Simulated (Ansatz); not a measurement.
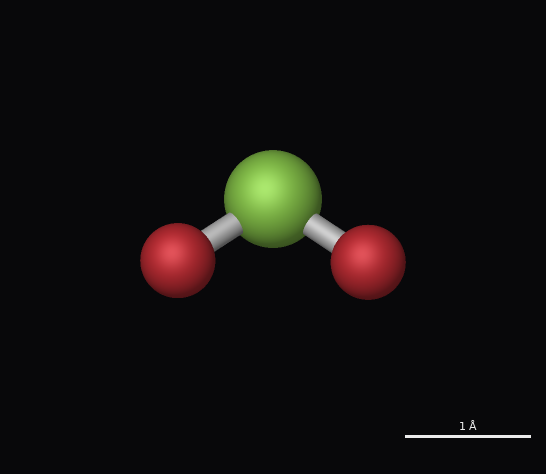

Ball-and-stick drawing of a structure. Colours: hydrogen red, oxygen green.

The computed structure is the end point of a PBE0-D4/def2-TZVP optimisation.

Question: Give the formula.

Answer: H₂O, 3 atoms: 2 hydrogen and 1 oxygen.

Question: How many bonds of each kind are drawn?

Answer: 2 O–H. Sticks follow a distance rule.

Question: What is the point group of this geometry?

Answer: C2v.

More results for the same structure follow; atom numbers are the same in all pictures, views and colours differ.

Shape

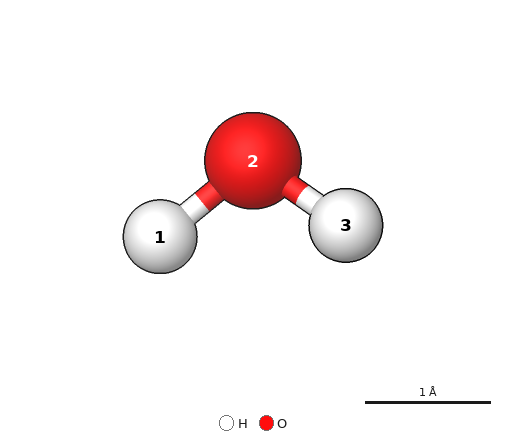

The atoms are numbered.

Estimate the angles H1–O2–H3.

```json
{"angle": "H1–O2–H3", "degrees": "105.1"}
```

Dipole moment

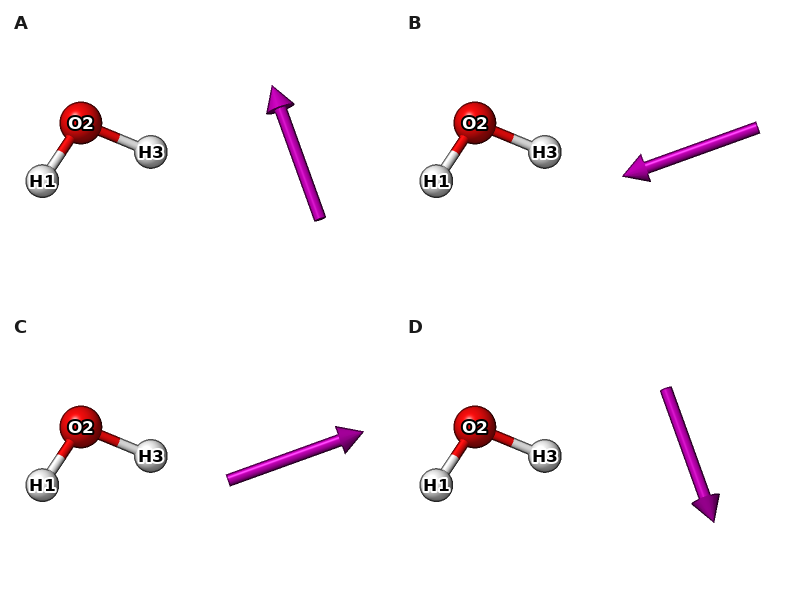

The same molecule four times, each with an arrow. Method: RKS PBE0-D4/def2-TZVP (Ansatz 0.2.0).

Question: Which arrow points along the dipole moment, from the negative to the positive end?

Answer: D. The dipole moment is 2.07 D; it points from the side of O2 to the side of H1, H3 (the outermost atoms at the two ends).

Electronic properties

Method: RKS PBE0-D4/def2-TZVPP (Ansatz 0.2.0).

Question: Give the HOMO energy (Kohn–Sham orbital) at this level.

Answer: −8.90 eV.

Question: Estimate the HOMO–LUMO gap.

Answer: 9.75 eV.

Charges

The questions are on Mulliken charges. Level of theory: RKS PBE0-D4/def2-TZVP (Ansatz 0.2.0).

Give the Mulliken charges atom by atom.

| atom | value (e) |
| --- | --- |
| H1 | 0.32 |
| O2 | −0.65 |
| H3 | 0.32 |

Mulliken values depend strongly on the basis set and can even reverse the polarity of a bond.
